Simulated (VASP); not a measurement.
Here is the system:

```xyz
2
Lattice="1.6630 -2.8804 0.0000 1.6630 2.8804 0.0000 0.0000 0.0000 5.1767" Properties=species:S:1:pos:R:3 pbc="T T T"
Sc     1.6630     0.9601     1.2942
Sc     1.6630    -0.9601     3.8825
```

Calculation: SCAN meta-GGA, VASP's PBE PAW potentials (set 64) (plane waves; VASP). Run with 520 eV cut-off, 14×14×8 Γ-centred mesh, tetrahedra with Blöchl corrections, potentials Sc_sv.

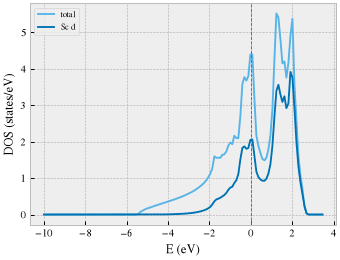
*Total and projected density of states, zero at the Fermi level*

Within 2 eV below the Fermi level the largest weight inside VASP's projection spheres is Sc d.

It has no gap at this level: it comes out as a metal or semimetal.

The compound is Sc in the hcp structure. It was relaxed first.
